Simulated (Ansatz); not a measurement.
**SiH$_{2}$ClF$_{3}$: single-point calculation**

The run: single-point calculation of SiH$_{2}$ClF$_{3}$. Method and program: RKS PBE0-D4/def2-TZVPP (Ansatz 0.2.0).

The geometry is the product side of a reaction. The reaction was set up to form Si1–F7 and Cl2–H6 and to break Si1–Cl2 and H6–F7 (atoms counted from 1 in the order of the input); sticks are drawn by distance alone. The geometry comes from this level: PBE0-D4/def2-TZVP.

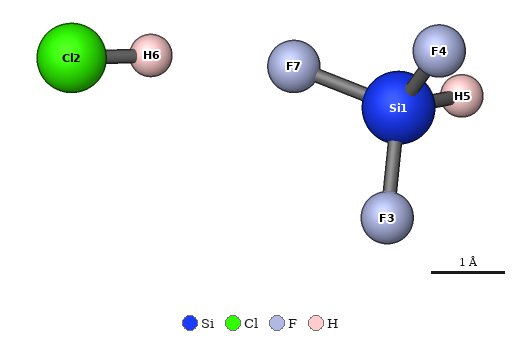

*The structure as given in the input (ball-and-stick view, seen at a tilt; atoms are numbered from 1 in the order of the input).*

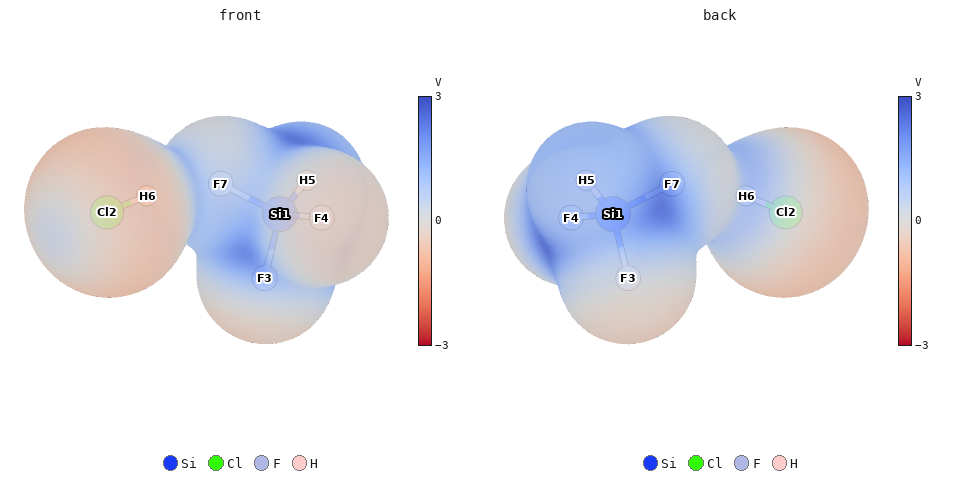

*The molecular electrostatic potential painted on the density surface at 0.002 e/bohr³, seen at a tilt and from behind; the colour scale runs from red (negative) to blue (positive).*

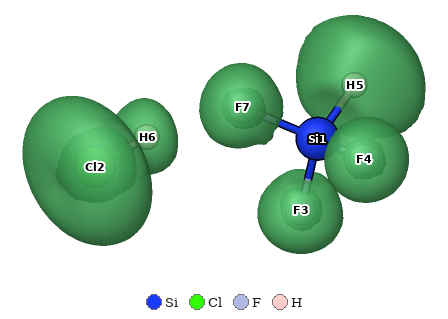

*Isosurface of the electron localisation function at 0.75 (green), seen at a tilt. Only the valence region is drawn (cores and ρ < 0.01 e/Å³ removed).*

Values along the shortest contacts: Si–F (1.57 Å): the ELF peaks at about 0.85 between the atoms.

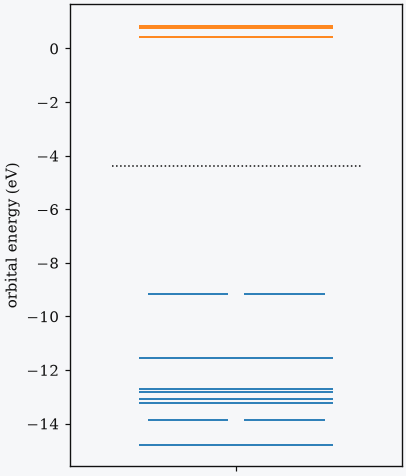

*Orbital energies near the frontier; the dotted line parts filled from empty levels, and levels within 0.02 eV of each other stand side by side.*

Highest filled −9.17 eV, lowest empty 0.41 eV, 9.58 eV apart.

These pictures come from the run below.

**Input**
```yaml
crystal:
  periodic: [false, false, false]
  atoms:
    - {symbol: Si, position_ang: [-1.163562, -0.288227, -0.032810]}
    - {symbol: Cl, position_ang: [3.398400, 0.831163, -0.089513]}
    - {symbol: F, position_ang: [-0.874573, -1.419534, -1.082667]}
    - {symbol: F, position_ang: [-1.610772, 1.008254, -0.797638]}
    - {symbol: H, position_ang: [-2.177109, -0.708568, 0.930550]}
    - {symbol: H, position_ang: [2.234086, 0.541131, 0.360112]}
    - {symbol: F, position_ang: [0.193530, 0.035780, 0.712066]}
basis:
  gaussian: {orbitals: def2-TZVPP}
hamiltonian: {xc: pbe0, dispersion: d4}
output: {orbitals: {seedname: orbitals}}
```

Command:
```bash
ansatz run in.yaml --threads 4 --pin off --events-out ev --progress --plain --max-ram 9574MiB
```

**What the program printed**
```
Functional definition: PBE0
  name "PBE0"
  cite "Adamo & Barone, J. Chem. Phys. 110, 6158 (1999) doi:10.1063/1.478522"
  cite "Perdew, Burke & Ernzerhof, Phys. Rev. Lett. 77, 3865 (1996) doi:10.1103/PhysRevLett.77.3865"
  parent pbe
  parameter a = 0.25
  parameter kappa = 0.804
  parameter beta = 0.06672455060314922
  exchange = (1 - a)*pbe_x(kappa = kappa, mu = beta*pi^2/3) + a*exact_x
  correlation = pbe_c(beta = beta)
1202 factors; their error is unknown
mean field evaluation 1: about -28574.9553 eV, gradient 5.0e1 eV
mean field evaluation 2: about -28571.4332 eV, gradient 7.3e1 eV
mean field evaluation 4: about -28578.2726 eV, gradient 1.0e0 eV
mean field evaluation 8: about -28578.2752 eV, gradient 2.5e-2 eV
mean field -28578.35566105 eV, -1050.2351994385 hartree, gradient 7.8e-5 eV, S^2 0.000000; 0 other end points of the search recorded, 0 dependent functions left out
reference -28578.35569003 eV, -1050.2352005035 hartree; 30, 30 occupied and 175, 175 virtual orbitals, 1202 factors
Total energy: -28578.44530260 eV, -1050.2384937045 hartree
```

**Results in brief**

- outcome: converged
- total energy: −28578.4453 eV
- mean-field energy: −28578.3557 eV
- dispersion energy: −0.0896 eV
- SCF solution under orbital rotations: stable
- HOMO: −9.17 eV
- LUMO: 0.41 eV
- hardware: 4 threads of Arm Neoverse V1, 23 GiB of memory available, shared host
- wall time: 1.9 s (CPU time 7.1 s)
- peak memory: 0.45 GiB
